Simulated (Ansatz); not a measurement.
Start from WC (space group P-6m2, No. 187; a = 2.9127 Å, c = 2.8354 Å; relaxed with 0.1 eV smearing). Axes: x lies along a and z along c of the hexagonal cell.

Structures relaxed with r2SCAN in Ansatz (plane waves to 500 eV, PAW, no spin-orbit coupling).

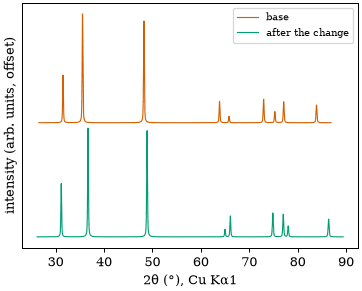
Simulated powder patterns before (top) and after one change

**Question.** Which of these changes matches the shifts?
A) biaxial strain −0.50 %, plane normal [001], relaxed out of plane
B) biaxial strain −2.00 %, plane normal [001], relaxed out of plane
C) biaxial strain −3.00 %, plane normal [001], relaxed out of plane
D) biaxial strain −1.00 %, plane normal [001], relaxed out of plane

**Answer.** C, biaxial strain −3.00 %, plane normal [001], relaxed out of plane. Its volume per atom is 9.91 Å³ against 10.42 Å³, and its space group is P-6m2 (No. 187).

No phonon test of stability was made. The final runs are not spin-polarised.

Ansatz is a quantum-chemistry and plane-wave program.
